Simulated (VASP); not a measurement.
Band structure of Y (hcp). Computed with optB86b-vdW, VASP's PBE PAW potentials (set 64) (plane waves; VASP).

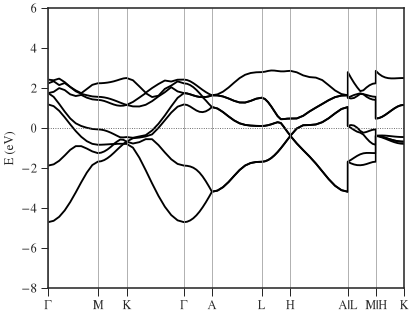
Figure: Bands along high-symmetry lines, zero at the valence-band maximum or, without a gap, the Fermi level

Read the plot: is there a gap, and where are the band edges?

It has no gap at this level: it comes out as a metal or semimetal. (Edges off the drawn lines would not show.)

The compound is Y in the hcp structure. It was relaxed first.
